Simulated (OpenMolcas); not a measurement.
**SnH3OF (SMILES [OH][SnH2][F]) at 6 levels**

Aim: a comparison of 6 runs (B2PLYP/def2-SVPD, B3LYP/def2-SVPD, BHLYP/def2-SVPD, M06-2X/def2-SVPD, revPBE/def2-SVPD, MP2/def2-SVPD) of SnH3OF. 

The calculation is run with OpenMolcas 26.06.

### 1 The molecule

SnH3OF has 6 atoms, charge 0, and is taken as a singlet. SMILES: `[OH][SnH2][F]`. Geometry: relaxed at PBE0-D4/def2-TZVP. This is one conformer, not always the lowest.

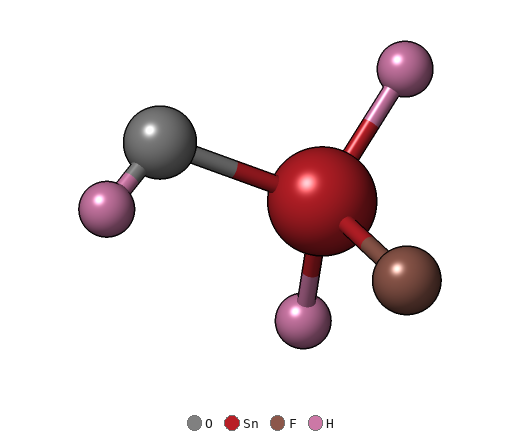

Viewed from a chosen angle; oxygen grey, tin red, fluorine brown, hydrogen pink.

### 2 A single-point energy at B2PLYP/def2-SVPD (core potential) (run 1)

Contents of struct.xyz:

```xyz
6

O     -1.414400    -0.333000    -0.425000
Sn     0.302300     0.255900     0.283700
F      1.409100    -1.315100     0.302100
H     -1.368600    -0.685700    -1.316700
H      1.096100     1.317100    -0.782100
H      0.017500     0.696700     1.891900
```

Contents of calc.input:

```
&GATEWAY
BasLib=$CurrDir
Coord=struct.xyz
Basis=def2-SVPD
Group=NoSym
&SEWARD
GridInput
Grid=UltraFine
End of Grid
&SCF
KSDFT=B2PLYP_SCF
Thresholds=1e-10 1e-07 1e-07 1e-05
PrOrbitals=1
&MBPT2
Frozen=6
```

The basis set def2-SVPD is read from a file made from the Basis Set Exchange's data (not shown).

Run with:

```
$ export MOLCAS_MEM=1860
$ pymolcas calc.input > calc.log
```

The program printed:

```text
--- Start Module: gateway ---
[...]
--- Stop Module: gateway /rc=_RC_ALL_IS_WELL_ ---
[...]
      Basis functions          102
[...]
--- Start Module: scf ---
[...]
       Convergence after  13 Iterations
[...]
::    Total KS-DFT energy                            -390.4883639109
[...]
      Total spin, S                                     0.0000000000
[...]
      Total electronic charge=   42.000000
      Total            charge=   -0.000000
[...]
      Dipole Moment (debye):
      Origin of the operator (angstrom)=    0.2542    0.0108    0.2074
                   X=  5.1979E-02               Y=  2.5695E+00               Z= -5.9732E-01           Total=  2.6385E+00
      Quadrupole Moment (debye*angstrom):
[...]
--- Stop Module: scf /rc=_RC_ALL_IS_WELL_ ---
[...]
--- Start Module: mbpt2 ---
[...]
 ###    WARNING: MP2 implementation intended for RHF references only         ###
 ###############################################################################
MBPT2 WARNING: Reference function according to RunFile:KS-DFT
I'll assume you know what you're doing and continue
WARNING!
Default frozen orbitals as non valence orbitals is overwritten by user input.
Default values:   2
[...]
       Reference weight ( Cref**2 )         =        0.80236
::    Total MBPT2 energy                             -391.1406665940
[...]
      Total MBPT2 calculations                           0.47      0.53
--- Stop Module: mbpt2 /rc=_RC_ALL_IS_WELL_ ---
[...]
```

It took 27 s on 1 thread of Arm Neoverse V1, shared host; peak memory 0.57 GiB.

### 3 Energy and forces at B3LYP/def2-SVPD (core potential) (run 2)

Contents of coord.xyz:

```xyz
6

O     -1.414400    -0.333000    -0.425000
Sn     0.302300     0.255900     0.283700
F      1.409100    -1.315100     0.302100
H     -1.368600    -0.685700    -1.316700
H      1.096100     1.317100    -0.782100
H      0.017500     0.696700     1.891900
```

Contents of mol.inp:

```
&gateway
baslib=$CurrDir
coord=coord.xyz
basis=def2-SVPD
group=NoSym
&seward
gridinput
Grid=UltraFine
End of Grid
&scf
ksdft=B3LYP
thresholds=1e-10 1e-07 1e-07 1e-05
prorbitals=1 2
&alaska
```

The basis set def2-SVPD is read from a file made from the Basis Set Exchange's data (not shown).

Run with:

```
$ export MOLCAS_MEM=1860
$ pymolcas mol.inp > mol.log
```

The program printed:

```text
--- Start Module: gateway ---
[...]
--- Stop Module: gateway /rc=_RC_ALL_IS_WELL_ ---
[...]
      Basis functions          102
[...]
--- Start Module: scf ---
[...]
       Convergence after  15 Iterations
[...]
::    Total KS-DFT energy                            -391.1426645980
[...]
      Total spin, S                                     0.0000000000
[...]
      Total electronic charge=   42.000000
      Total            charge=   -0.000000
[...]
      Dipole Moment (debye):
      Origin of the operator (angstrom)=    0.2542    0.0108    0.2074
                   X=  1.5292E-03               Y=  2.4364E+00               Z= -5.8497E-01           Total=  2.5056E+00
      Quadrupole Moment (debye*angstrom):
[...]
--- Stop Module: scf /rc=_RC_ALL_IS_WELL_ ---
[...]
--- Start Module: alaska ---
[...]
 *              Molecular gradients               *
 **************************************************
  Irreducible representation: a
 ------------------------------------------------------------------------------------------
                              X                       Y                       Z
 ------------------------------------------------------------------------------------------
  O1                1.61352077174026E-02    4.20278220329018E-03    3.61412676747530E-03
  SN2              -4.57846013084362E-03   -2.16894344344958E-02   -7.13336177739787E-03
  F3               -1.27004222189218E-02    1.78036897991127E-02   -3.03745604465555E-04
  H4                2.00000102263020E-03    2.33680360227240E-03    4.92267508043831E-03
  H5               -1.39489779138424E-03   -1.87023128449981E-03    1.79478746146611E-03
  H6                5.38571401070387E-04   -7.83609885659065E-04   -2.89448192753294E-03
 ------------------------------------------------------------------------------------------
--- Stop Module: alaska /rc=_RC_ALL_IS_WELL_ ---
[...]
```

It took 38 s on 1 thread of Arm Neoverse V1, shared host; peak memory 0.57 GiB.

Runs 3 to 4 aren't shown in full; the table further down has their settings and results.

### 4 Energy and gradient at revPBE/def2-SVPD (core potential) (run 5)

Contents of run.input:

```
* FH3OSn Kohn-Sham DFT
>>> EXPORT MOLCAS_PRINT=2

&GATEWAY
  BasLib
  $CurrDir
  Coord
  6
  angstrom
  O       -1.414400      -0.333000      -0.425000
  Sn       0.302300       0.255900       0.283700
  F        1.409100      -1.315100       0.302100
  H       -1.368600      -0.685700      -1.316700
  H        1.096100       1.317100      -0.782100
  H        0.017500       0.696700       1.891900
  Basis
  def2-SVPD
  Group
  NoSym

&SEWARD
  GridInput
  Grid=UltraFine
  End of Grid

&SCF
  KSDFT
  revPBE
  Thresholds
  1e-10 1e-07 1e-07 1e-05
  PrOrbitals
  1 2

&ALASKA
```

The basis set def2-SVPD is read from a file made from the Basis Set Exchange's data (not shown).

Run with:

```
$ export MOLCAS_MEM=1860
$ pymolcas run.input > run.log
```

The program printed:

```text
--- Start Module: gateway ---
[...]
--- Stop Module: gateway /rc=_RC_ALL_IS_WELL_ ---
[...]
      Basis functions          102
[...]
--- Start Module: scf ---
[...]
       Convergence after  19 Iterations
[...]
::    Total KS-DFT energy                            -391.0550163749
[...]
      Total spin, S                                     0.0000000000
[...]
      Total electronic charge=   42.000000
      Total            charge=   -0.000000
[...]
      Dipole Moment (debye):
      Origin of the operator (angstrom)=    0.2542    0.0108    0.2074
                   X= -4.7601E-02               Y=  2.2691E+00               Z= -5.7606E-01           Total=  2.3416E+00
      Quadrupole Moment (debye*angstrom):
[...]
--- Stop Module: scf /rc=_RC_ALL_IS_WELL_ ---
[...]
--- Start Module: alaska ---
[...]
 *              Molecular gradients               *
 **************************************************
  Irreducible representation: a
 ------------------------------------------------------------------------------------------
                              X                       Y                       Z
 ------------------------------------------------------------------------------------------
  O1                2.58536523400696E-02    3.73993882878620E-03   -1.87220807439303E-03
  SN2              -5.75671121041665E-03   -2.80219470793792E-02   -7.88016494031840E-03
  F3               -1.85390528688014E-02    2.57204533050430E-02   -5.52032636068289E-04
  H4                2.72258924371105E-04    4.91524567581259E-03    1.25207261023723E-02
  H5               -3.28525888245501E-03   -4.49227449019984E-03    4.10605085974236E-03
  H6                1.45511169729395E-03   -1.86141624008340E-03   -6.32237131135227E-03
 ------------------------------------------------------------------------------------------
--- Stop Module: alaska /rc=_RC_ALL_IS_WELL_ ---
[...]
```

Wall time 44 s (1 thread of Arm Neoverse V1, shared host); peak memory 0.57 GiB.

### 5 The energy at MP2/def2-SVPD (core potential) (run 6)

struct.xyz is that of step 2.

Contents of calc.input:

```
>>> EXPORT MOLCAS_PRINT=2

&GATEWAY
  BasLib
  $CurrDir
  Coord
  struct.xyz
  Basis
  def2-SVPD
  Group
  NoSym

&SEWARD

&SCF
  Thresholds
  1e-10 1e-07 1e-07 1e-05
  PrOrbitals
  1 1

&MBPT2
  Frozen
  6
```

The basis set def2-SVPD is read from a file made from the Basis Set Exchange's data (not shown).

Run with:

```
$ export MOLCAS_MEM=1860
$ pymolcas calc.input > calc.log
```

The program printed:

```text
--- Start Module: gateway ---
[...]
--- Stop Module: gateway /rc=_RC_ALL_IS_WELL_ ---
[...]
      Basis functions          102
[...]
--- Start Module: scf ---
[...]
       Convergence after  13 Iterations
[...]
::    Total SCF energy                               -389.2911490694
[...]
      Total spin, S                                     0.0000000000
[...]
      Total electronic charge=   42.000000
      Total            charge=   -0.000000
[...]
      Dipole Moment (debye):
      Origin of the operator (angstrom)=    0.2542    0.0108    0.2074
                   X=  1.0376E-01               Y=  2.6738E+00               Z= -6.2569E-01           Total=  2.7480E+00
      Quadrupole Moment (debye*angstrom):
[...]
--- Stop Module: scf /rc=_RC_ALL_IS_WELL_ ---
[...]
--- Start Module: mbpt2 ---
[...]
WARNING!
Default frozen orbitals as non valence orbitals is overwritten by user input.
Default values:   2
[...]
       Reference weight ( Cref**2 )         =        0.86738
::    Total MBPT2 energy                             -389.8213704422
[...]
      Total MBPT2 calculations                           0.47      0.54
--- Stop Module: mbpt2 /rc=_RC_ALL_IS_WELL_ ---
[...]
```

Run time: 11 s. Hardware: 1 thread of Arm Neoverse V1, shared host; peak memory 0.57 GiB.

### 6 The series

| run | level | task | frozen core orbitals | energy (Eh) | dipole moment (D) of the reference | HOMO energy (eV) | LUMO energy (eV) | wall time |
| --- | --- | --- | --- | --- | --- | --- | --- | --- |
| 1 | B2PLYP/def2-SVPD (core potential) | energy | 6 | -390.664486 | 2.64 | -10.58 | 0.38 | 27 s |
| 2 | B3LYP/def2-SVPD (core potential) | gradient | – | -391.142665 | 2.51 | -8.82 | -1.07 | 38 s |
| 3 | BHLYP/def2-SVPD (core potential) | gradient | – | -390.918274 | 2.65 | -10.62 | 0.10 | 34 s |
| 4 | M06-2X/def2-SVPD (core potential) | gradient | – | -390.934964 | 2.56 | -10.59 | 0.13 | 45 s |
| 5 | revPBE/def2-SVPD (core potential) | gradient | – | -391.055016 | 2.34 | -7.37 | -1.61 | 44 s |
| 6 | MP2/def2-SVPD (core potential) | energy | 6 | -389.821370 | 2.75 | -12.84 | 1.82 | 11 s |

### 7 Outcome

| quantity | value |
| --- | --- |
| run 6: total energy | -389.82137 Eh |
| run 6: dipole moment (mean-field density) | 2.75 D |
| run 6: HOMO energy (Hartree–Fock orbitals) | -12.84 eV |
| run 6: LUMO energy (Hartree–Fock orbitals) | 1.82 eV |
| run 6: HOMO–LUMO gap (Hartree–Fock orbitals) | 14.65 eV |
| run 6: correlation energy (6 core orbitals frozen) | -530.2 mEh |

In words: Over runs 1, 2, 3, 4, 5 the dipole moment (its size) runs from 2.34 D (revPBE/def2-SVPD) to 2.65 D (BHLYP/def2-SVPD). Over runs 1, 2, 3, 4, 5 the HOMO–LUMO gap runs from 5.77 eV (revPBE/def2-SVPD) to 10.96 eV (B2PLYP/def2-SVPD). A double hybrid's value is that of its SCF part. For B2PLYP the log adds the whole second-order term; the table takes 0.27 of it, as the functional is defined. Totals of different functionals can't be ranked against each other. All runs together took 3.3 min, the longest 45 s.
